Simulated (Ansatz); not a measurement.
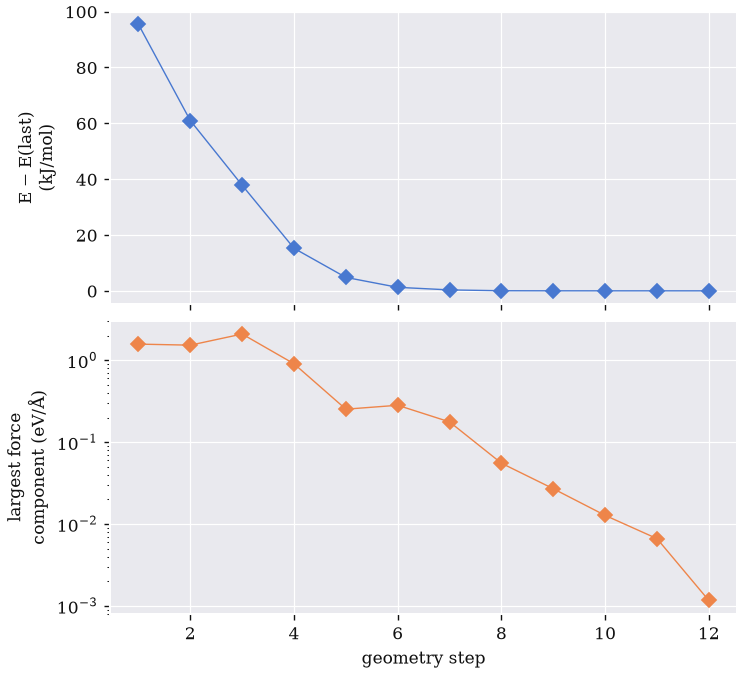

History of a geometry optimisation.

System: AlF$_{2}$H$_{4}$N.
Method: RKS PBE0-D4/def2-TZVP (Ansatz 0.2.0).

Q: How did it end, and what did it gain?

A: The optimisation met its thresholds at geometry 12, counting the start as the first. The energy fell by about 95 kJ/mol from the first step to the last. The largest force component goes from about 1.6 eV/Å at the start to 1.2 × 10⁻³ eV/Å at the end.

Q: By which step was nine tenths of the energy gained?

A: By step 5 of 12.
